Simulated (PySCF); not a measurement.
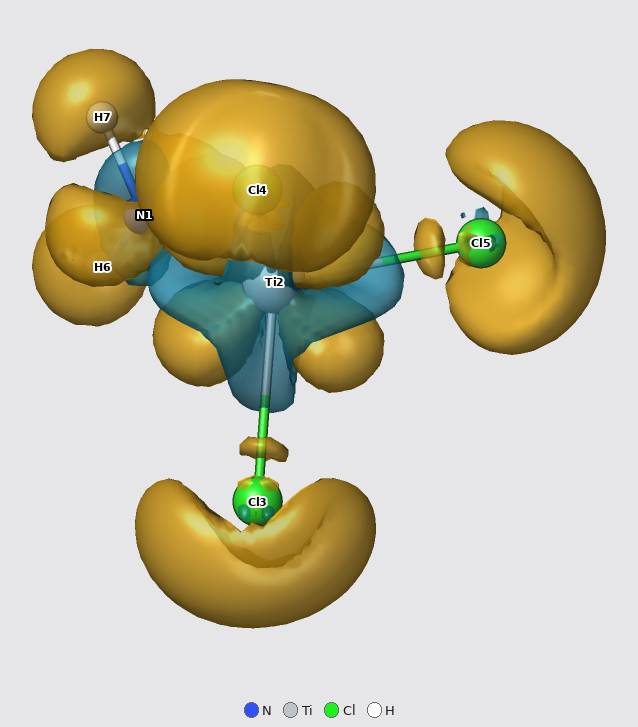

Cl₃H₂NTi, SMILES `N[Ti](Cl)(Cl)Cl`. Fukui function f⁺ = ρ(N+1) − ρ(N) at fixed geometry, surfaces at ±0.02 e/Å³ (yellow positive, teal negative).

PySCF calculation, PBE0/def2-SVP, gas phase; geometry: GFN2-xTB. This is a single-reference result, which may miss multireference character in this system. No frequency check shows the geometry to be a minimum. GFN2-xTB bond lengths at metals and heavier atoms can be off by up to 0.1 Å and shapes distorted, which carries into these values.

Input script:

```python
import numpy as np
from pyscf import gto, scf, dft
from pyscf.scf import atom_ks, atom_hf
from scipy.linalg import block_diag

def solve(mol, dm0=None, hcore=None):
    mf = (dft.UKS if mol.spin else dft.RKS)(mol, xc='pbe0')
    mf.grids.level = 3
    mf = mf.density_fit(auxbasis='def2-universal-jkfit')
    mf.conv_tol, mf.max_cycle = 1e-8, 80
    if hcore is not None:
        mf.get_hcore = lambda *args: hcore
    mf.kernel(dm0)
    if not mf.converged:
        mf = mf.newton().run(mf.mo_coeff, mf.mo_occ, max_cycle=30)
    assert mf.converged, 'SCF not converged'
    return mf

mol = gto.M(atom='''
N     -0.00015     0.07863    -2.09842
Ti    -0.00019     0.01644    -0.28384
Cl    -1.72749     0.95410     0.53939
Cl     1.72311     0.96187     0.53929
Cl     0.00474    -1.98019     0.47009
H     -0.82785     0.08797    -2.69778
H      0.82720     0.09170    -2.69783
''', basis='def2-svp', charge=0, spin=0, verbose=4)
mf = solve(mol)
out = dict(e0=mf.e_tot, dm0=mf.make_rdm1(), c=mf.mo_coeff, occ=mf.mo_occ, eps=mf.mo_energy)
for name, dq, spin in [('cation', 1, 1), ('anion', -1, 1)]:
    ion = mol.copy().set(charge=mol.charge + dq, spin=spin).build()
    mi = solve(ion)
    if spin and dq > 0 and mol.nao < 130:
        c, _, stable, _ = mi.stability(return_status=True)
        if not stable:
            mi = solve(ion, mi.make_rdm1(c, mi.mo_occ))
    print(name, 'vertical energy change / eV', (mi.e_tot - mf.e_tot) * 27.211386)
    out.update({'e_' + name: mi.e_tot, 'dm_' + name: mi.make_rdm1(), 's2_' + name: mi.spin_square()[0], 'eps_' + name: mi.mo_energy, 'occ_' + name: mi.mo_occ})
# spherically averaged free atoms, for the promolecule
atm = atom_ks.get_atm_nrks(mol, xc='pbe0')
pro = block_diag(*[(atm[a[0]][2] * atm[a[0]][3]) @ atm[a[0]][2].T for a in mol._atom])
np.savez('result.npz', pro=pro, **out)
```

Launched as:

```sh
OMP_NUM_THREADS=1 python input.py
```

The run took 110 s on 1 thread of Intel(R) Xeon(R) 6975P-C (Granite Rapids), with other jobs on the host, peak memory 0.6 GiB.

Partitions, critical points and surface values were worked out afterwards from this run's density.

**Which atoms respond most to the addition of an electron?**

f⁺ (Hirshfeld-condensed) is largest on Ti2 (0.21), Cl3 and Cl4 (0.20 each) and Cl5 (0.19); the vertical electron affinity is 1.13 eV (the stability of the anion's solution wasn't checked; the anion's highest orbital has positive energy, so this value and f⁺ depend on the basis). Condensed values hint at sites of nucleophilic attack but needn't mark the atom that reacts. Shares this close don't rank the sites. Orbital relaxation makes it negative in places (0.32 e in all).
